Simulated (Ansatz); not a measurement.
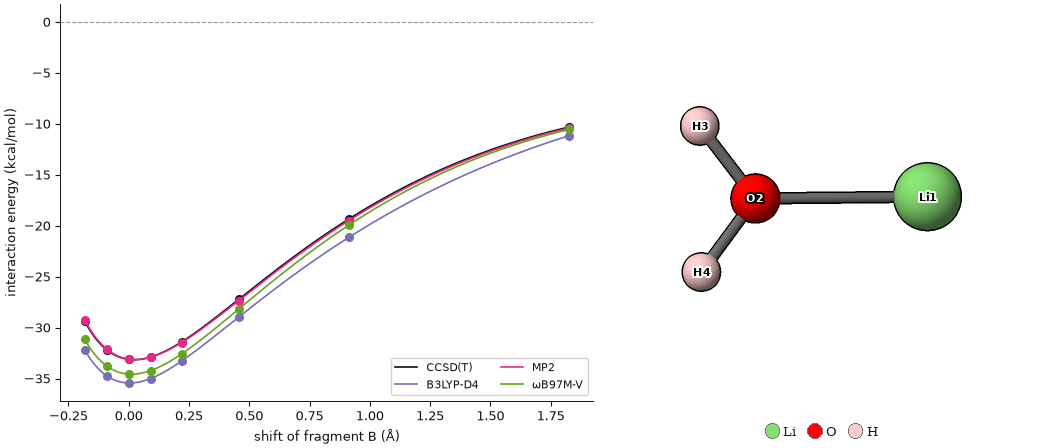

Interaction curve of the pair Li⁺ (A) and H₂O (B), from the arrangement drawn (closest contact, H···H pairs aside, Li1···O2 1.83 Å; others can bind more strongly), without the energy that it costs to deform the partners. The Ansatz code, def2-TZVPPD, cores frozen in correlated methods. Fragment B of a pair is moved rigidly from the minimum (PBE0-D4/def2-TZVP) along the line between the fragments' mean atom positions; interaction energies with counterpoise. The outer core of Li, Na, Mg and K is correlated. Splines pass through the computed points, which are marked.

Which curve follows CCSD(T) best, and which worst?

Best MP2, worst B3LYP-D4; largest departures, offsets in depth included: MP2 0.15, ωB97M-V 1.77, B3LYP-D4 2.82 kcal/mol. CCSD(T) is in the same finite basis, not at its limit.

Give the values at the computed points.

In kcal/mol:
```
shift of fragment B (Å)  CCSD(T)  B3LYP-D4     MP2  ωB97M-V
                  −0.18   −29.38    −32.20  −29.25   −31.14
                  −0.09   −32.18    −34.73  −32.11   −33.77
                   0.00   −33.13    −35.44  −33.10   −34.57
                   0.09   −32.89    −35.00  −32.91   −34.22
                   0.22   −31.41    −33.29  −31.48   −32.60
                   0.46   −27.22    −28.96  −27.35   −28.18
                   0.91   −19.34    −21.14  −19.49   −19.94
                   1.83   −10.31    −11.16  −10.41   −10.55
```
